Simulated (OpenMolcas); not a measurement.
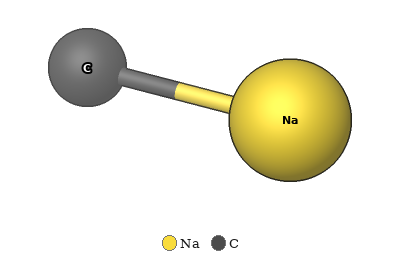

The molecule at the reference distance of 2.382 Å.

## NaC⁻: relativistic diatomic calculation (part 1 of 2)

NaC⁻. Computed at this level: SA-CASSCF(6,8)/XMS-CASPT2 + RASSI spin-orbit (X2C scalar, AMFI), ANO-RCC-VTZP (OpenMolcas).

## Log (extracts)
```
++    Wave function specifications:
      Number of closed shell electrons          12
      Number of electrons in active shells       6
      Number of inactive orbitals                6
      Number of active orbitals                  8
      Number of secondary orbitals              50
      Spin quantum number                      2.0
      State symmetry                             1
++    Orbital specifications:
      Symmetry species                           1   2
                                                 a   b
      Frozen orbitals                            0   0
      Inactive orbitals                          4   2
      Active orbitals                            4   4
      RAS2 orbitals                              4   4
      Secondary orbitals                        26  24
      Number of basis functions                 34  30
      printout of CI-coefficients larger than  0.15 for root  1
      energy=    -199.824074
      conf/sym  1111 2222     Coeff  Weight
             1  2uu0 uu00   0.90165 0.81296
             3  2uu0 0uu0  -0.17624 0.03106
             4  2uu0 u00u   0.17624 0.03106
            31  20uu uu00   0.27890 0.07779
      printout of CI-coefficients larger than  0.15 for root  2
      energy=    -199.749740
      conf/sym  1111 2222     Coeff  Weight
             3  2uu0 0uu0   0.30476 0.09288
             4  2uu0 u00u  -0.30476 0.09288
            31  20uu uu00   0.82336 0.67792
      printout of CI-coefficients larger than  0.15 for root  3
      energy=    -199.741126
      conf/sym  1111 2222     Coeff  Weight
             2  2uu0 u0u0   0.69561 0.48387
             5  2uu0 0u0u  -0.69561 0.48387
      printout of CI-coefficients larger than  0.15 for root  4
      energy=    -199.741126
      conf/sym  1111 2222     Coeff  Weight
             3  2uu0 0uu0  -0.69561 0.48387
             4  2uu0 u00u  -0.69561 0.48387
      printout of CI-coefficients larger than  0.15 for root  5
      energy=    -199.739137
      conf/sym  1111 2222     Coeff  Weight
             2  2uu0 u0u0   0.69676 0.48548
             5  2uu0 0u0u   0.69676 0.48548
      printout of CI-coefficients larger than  0.15 for root  6
      energy=    -199.713931
      conf/sym  1111 2222     Coeff  Weight
             1  2uu0 uu00  -0.25606 0.06556
             3  2uu0 0uu0  -0.52323 0.27377
             4  2uu0 u00u   0.52323 0.27377
            19  2u0u uu00   0.38838 0.15084
            31  20uu uu00   0.36322 0.13193
      printout of CI-coefficients larger than  0.15 for root  7
      energy=    -199.699804
      conf/sym  1111 2222     Coeff  Weight
             3  2uu0 0uu0   0.22193 0.04925
             4  2uu0 u00u  -0.22193 0.04925
            19  2u0u uu00   0.80359 0.64576
            33  20uu 0uu0   0.27519 0.07573
            34  20uu u00u  -0.27519 0.07573
      Natural orbitals and occupation numbers for root  1
      sym 1:   1.970082   0.990734   1.001293   0.023998
      sym 2:   0.985557   0.985557   0.021390   0.021390
      Natural orbitals and occupation numbers for root  2
      sym 1:   1.954275   0.189492   1.002963   0.826223
      sym 2:   0.889031   0.889031   0.124493   0.124493
      Natural orbitals and occupation numbers for root  3
      sym 1:   1.956952   0.999985   0.998927   0.001047
      sym 2:   0.521565   0.521565   0.499980   0.499980
      Natural orbitals and occupation numbers for root  4
      sym 1:   1.956952   0.999985   0.998927   0.001047
      sym 2:   0.521565   0.521565   0.499980   0.499980
      Natural orbitals and occupation numbers for root  5
      sym 1:   1.955977   0.999004   0.997736   0.001186
      sym 2:   0.522568   0.522568   0.500481   0.500481
      Natural orbitals and occupation numbers for root  6
      sym 1:   1.906845   1.018496   0.786112   0.257521
      sym 2:   0.813525   0.813525   0.201989   0.201989
      Natural orbitals and occupation numbers for root  7
      sym 1:   1.925260   0.733279   0.340601   0.973582
      sym 2:   0.862019   0.862019   0.151620   0.151620
      RASSCF energy for state  7                   -199.69980430
::    RASSCF root number  1 Total energy:   -199.82407375
::    RASSCF root number  2 Total energy:   -199.74973976
::    RASSCF root number  3 Total energy:   -199.74112592
::    RASSCF root number  4 Total energy:   -199.74112592
::    RASSCF root number  5 Total energy:   -199.73913678
::    RASSCF root number  6 Total energy:   -199.71393111
::    RASSCF root number  7 Total energy:   -199.69980430
      Von Neumann Entropy (Root   1) =  2.24600
++    Wave function specifications:
      Number of closed shell electrons           6
      Number of electrons in active shells       6
      Number of inactive orbitals                3
      Number of active orbitals                  8
      Number of secondary orbitals              50
      Spin quantum number                      2.0
      State symmetry                             1
      Number of CSFs                           212
      Number of CASSCF root(s) available         7
      CASPT2 state passed to geometry opt.       7
      A file JOBMIX will be created
      This is a MULTI-STATE CASSCF reference
      Number of CI roots used                    7
      These are:                                 1   2   3   4   5   6   7
      Off-diagonal elements of Heff are computed
  FINAL CASPT2 RESULT:
      Reference energy:        -199.8240737533
      E2 (Non-variational):      -0.2541545814
      Shift correction:          -0.0024556884
      E2 (Variational):          -0.2566102698
      Total energy:            -200.0806840231
      Reference weight:           0.93071
  FINAL CASPT2 RESULT:
      Reference energy:        -199.7497397599
      E2 (Non-variational):      -0.2536914496
      Shift correction:          -0.0031104921
      E2 (Variational):          -0.2568019417
      Total energy:            -200.0065417016
      Reference weight:           0.92618
  FINAL CASPT2 RESULT:
      Reference energy:        -199.7411259154
      E2 (Non-variational):      -0.2250171117
      Shift correction:          -0.0011642813
      E2 (Variational):          -0.2261813930
      Total energy:            -199.9673073084
      Reference weight:           0.95125
  FINAL CASPT2 RESULT:
      Reference energy:        -199.7411259154
      E2 (Non-variational):      -0.2247754953
      Shift correction:          -0.0011579777
      E2 (Variational):          -0.2259334731
      Total energy:            -199.9670593885
      Reference weight:           0.95143
  FINAL CASPT2 RESULT:
      Reference energy:        -199.7391367771
      E2 (Non-variational):      -0.2249820387
      Shift correction:          -0.0011558443
      E2 (Variational):          -0.2261378830
      Total energy:            -199.9652746601
      Reference weight:           0.95126
  FINAL CASPT2 RESULT:
      Reference energy:        -199.7139311096
      E2 (Non-variational):      -0.2390678657
      Shift correction:          -0.0029077996
      E2 (Variational):          -0.2419756653
      Total energy:            -199.9559067749
      Reference weight:           0.93670
  FINAL CASPT2 RESULT:
      Reference energy:        -199.6998043028
      E2 (Non-variational):      -0.2366753758
      Shift correction:          -0.0025409202
      E2 (Variational):          -0.2392162960
      Total energy:            -199.9390205988
      Reference weight:           0.93883
       Total XMS-CASPT2 energies:
::    XMS-CASPT2 Root  1     Total energy:   -200.09359658
::    XMS-CASPT2 Root  2     Total energy:   -200.00196713
::    XMS-CASPT2 Root  3     Total energy:   -199.96730735
::    XMS-CASPT2 Root  4     Total energy:   -199.96705935
::    XMS-CASPT2 Root  5     Total energy:   -199.96527466
::    XMS-CASPT2 Root  6     Total energy:   -199.95333457
::    XMS-CASPT2 Root  7     Total energy:   -199.93325482
++    Wave function specifications:
      Number of closed shell electrons          12
      Number of electrons in active shells       6
      Number of inactive orbitals                6
      Number of active orbitals                  8
      Number of secondary orbitals              50
      Spin quantum number                      2.0
      State symmetry                             2
      printout of CI-coefficients larger than  0.15 for root  1
      energy=    -199.769745
      conf/sym  1111 2222     Coeff  Weight
            18  2u00 uu0u   0.86620 0.75030
            20  2u00 0uuu  -0.19664 0.03867
            26  20u0 uu0u  -0.40699 0.16564
      printout of CI-coefficients larger than  0.15 for root  2
      energy=    -199.769745
      conf/sym  1111 2222     Coeff  Weight
            17  2u00 uuu0  -0.86620 0.75030
            19  2u00 u0uu   0.19664 0.03867
            25  20u0 uuu0   0.40699 0.16564
      printout of CI-coefficients larger than  0.15 for root  3
      energy=    -199.723145
      conf/sym  1111 2222     Coeff  Weight
             1  2uuu u000  -0.98078 0.96193
      printout of CI-coefficients larger than  0.15 for root  4
      energy=    -199.723145
      conf/sym  1111 2222     Coeff  Weight
             2  2uuu 0u00   0.98078 0.96193
      printout of CI-coefficients larger than  0.15 for root  5
      energy=    -199.716819
      conf/sym  1111 2222     Coeff  Weight
            18  2u00 uu0u  -0.34237 0.11722
            20  2u00 0uuu   0.23773 0.05651
            26  20u0 uu0u  -0.87465 0.76502
      printout of CI-coefficients larger than  0.15 for root  6
      energy=    -199.716819
      conf/sym  1111 2222     Coeff  Weight
            17  2u00 uuu0  -0.34237 0.11722
            19  2u00 u0uu   0.23773 0.05651
            25  20u0 uuu0  -0.87465 0.76502
      printout of CI-coefficients larger than  0.15 for root  7
      energy=    -199.673736
      conf/sym  1111 2222     Coeff  Weight
            17  2u00 uuu0  -0.23340 0.05447
            19  2u00 u0uu  -0.92064 0.84758
      printout of CI-coefficients larger than  0.15 for root  8
      energy=    -199.673736
      conf/sym  1111 2222     Coeff  Weight
            18  2u00 uu0u  -0.23340 0.05447
            20  2u00 0uuu  -0.92064 0.84758
      Natural orbitals and occupation numbers for root  1
      sym 1:   1.961045   0.985038   0.041926   0.011715
      sym 2:   0.986725   1.002360   0.016817   0.994374
      Natural orbitals and occupation numbers for root  2
      sym 1:   1.961045   0.985038   0.041926   0.011715
      sym 2:   1.002360   0.986725   0.994374   0.016817
      Natural orbitals and occupation numbers for root  3
      sym 1:   1.954376   0.990170   0.997797   0.986888
      sym 2:   1.001248   0.056897   0.001439   0.011186
      Natural orbitals and occupation numbers for root  4
      sym 1:   1.954376   0.990170   0.997797   0.986888
      sym 2:   0.056897   1.001248   0.011186   0.001439
      Natural orbitals and occupation numbers for root  5
      sym 1:   1.932505   0.123845   0.936451   0.019524
      sym 2:   0.949130   0.996795   0.054483   0.987265
      Natural orbitals and occupation numbers for root  6
      sym 1:   1.932505   0.123845   0.936451   0.019524
      sym 2:   0.996795   0.949130   0.987265   0.054483
      Natural orbitals and occupation numbers for root  7
      sym 1:   1.904180   0.991242   0.063966   0.006790
      sym 2:   1.006496   0.099082   0.993195   0.935048
      Natural orbitals and occupation numbers for root  8
      sym 1:   1.904180   0.991242   0.063966   0.006790
      sym 2:   0.099082   1.006496   0.935048   0.993195
      RASSCF energy for state  8                   -199.67373612
::    RASSCF root number  1 Total energy:   -199.76974504
::    RASSCF root number  2 Total energy:   -199.76974504
::    RASSCF root number  3 Total energy:   -199.72314529
::    RASSCF root number  4 Total energy:   -199.72314528
::    RASSCF root number  5 Total energy:   -199.71681923
::    RASSCF root number  6 Total energy:   -199.71681923
::    RASSCF root number  7 Total energy:   -199.67373612
::    RASSCF root number  8 Total energy:   -199.67373612
      Von Neumann Entropy (Root   1) =  2.25293
++    Wave function specifications:
      Number of closed shell electrons           6
      Number of electrons in active shells       6
      Number of inactive orbitals                3
      Number of active orbitals                  8
      Number of secondary orbitals              50
      Spin quantum number                      2.0
      State symmetry                             2
      Number of CSFs                           208
      Number of CASSCF root(s) available         8
      CASPT2 state passed to geometry opt.       8
      A file JOBMIX will be created
      This is a MULTI-STATE CASSCF reference
      Number of CI roots used                    8
      These are:                                 1   2   3   4   5   6   7   8
      Off-diagonal elements of Heff are computed
  FINAL CASPT2 RESULT:
      Reference energy:        -199.7697450396
      E2 (Non-variational):      -0.2538101297
      Shift correction:          -0.0029264696
      E2 (Variational):          -0.2567365993
      Total energy:            -200.0264816388
      Reference weight:           0.92762
  FINAL CASPT2 RESULT:
      Reference energy:        -199.7697450373
      E2 (Non-variational):      -0.2538101312
      Shift correction:          -0.0029264701
      E2 (Variational):          -0.2567366013
      Total energy:            -200.0264816386
      Reference weight:           0.92762
  FINAL CASPT2 RESULT:
      Reference energy:        -199.7231452850
      E2 (Non-variational):      -0.2317573616
      Shift correction:          -0.0013875421
      E2 (Variational):          -0.2331449036
      Total energy:            -199.9562901887
      Reference weight:           0.94568
  FINAL CASPT2 RESULT:
      Reference energy:        -199.7231452848
      E2 (Non-variational):      -0.2317573608
      Shift correction:          -0.0013875420
      E2 (Variational):          -0.2331449028
      Total energy:            -199.9562901877
      Reference weight:           0.94568
  FINAL CASPT2 RESULT:
      Reference energy:        -199.7168192264
      E2 (Non-variational):      -0.2274543712
      Shift correction:          -0.0014899212
      E2 (Variational):          -0.2289442923
      Total energy:            -199.9457635188
      Reference weight:           0.94777
  FINAL CASPT2 RESULT:
      Reference energy:        -199.7168192258
      E2 (Non-variational):      -0.2274543688
      Shift correction:          -0.0014899209
      E2 (Variational):          -0.2289442897
      Total energy:            -199.9457635155
      Reference weight:           0.94777
  FINAL CASPT2 RESULT:
      Reference energy:        -199.6737361189
      E2 (Non-variational):      -0.2402349634
      Shift correction:          -0.0027693209
      E2 (Variational):          -0.2430042843
      Total energy:            -199.9167404032
      Reference weight:           0.93603
  FINAL CASPT2 RESULT:
      Reference energy:        -199.6737361168
      E2 (Non-variational):      -0.2402349652
      Shift correction:          -0.0027693204
      E2 (Variational):          -0.2430042857
      Total energy:            -199.9167404025
      Reference weight:           0.93603
       Total XMS-CASPT2 energies:
::    XMS-CASPT2 Root  1     Total energy:   -200.03722197
::    XMS-CASPT2 Root  2     Total energy:   -200.03722197
::    XMS-CASPT2 Root  3     Total energy:   -199.95627149
::    XMS-CASPT2 Root  4     Total energy:   -199.95627149
::    XMS-CASPT2 Root  5     Total energy:   -199.95014579
::    XMS-CASPT2 Root  6     Total energy:   -199.95014579
::    XMS-CASPT2 Root  7     Total energy:   -199.90163649
::    XMS-CASPT2 Root  8     Total energy:   -199.90163649
++    Wave function specifications:
      Number of closed shell electrons          12
      Number of electrons in active shells       6
      NumbSPIN-FREE ENERGIES:
  (Shifted by EMIN (a.u.) =       -200.0935965761)
 SF State       Relative EMIN(au)   Rel lowest level(eV)    D:o, cm**(-1)      Abs_M
     1             0.0000000000        0.0000000000              0.0000         0.0
     8             0.0563746022        1.5340310738          12372.7950         1.0
     9             0.0563746022        1.5340310738          12372.7950         1.0
     2             0.0916294444        2.4933642040          20110.3385         0.0
     3             0.1262892263        3.4365049153          27717.2814         2.0
     4             0.1265372290        3.4432534126          27771.7117         2.0
     5             0.1283219160        3.4918172209          28163.4052         0.0
    10             0.1373250846        3.7368059194          30139.3723         1.0
    11             0.1373250857        3.7368059477          30139.3726         1.0
     6             0.1402620070        3.8167236489          30783.9523         0.0
    12             0.1434507826        3.9034946522          31483.8076         1.0
    13             0.1434507846        3.9034947067          31483.8081         1.0
     7             0.1603417545        4.3631214137          35190.9475         0.0
    14             0.1919600862        5.2235000498          42130.3692         1.0
    15             0.1919600868        5.2235000657          42130.3693         1.0
    16             0.2668742685        7.2620187995          58572.1317         1.0
    17             0.2668743890        7.2620220772          58572.1581         1.0
```

(Continued in part 2.) Outcome of the run: converged; components of a degenerate state are split by 54 cm⁻¹; whether the anion is bound against detachment isn't tested.
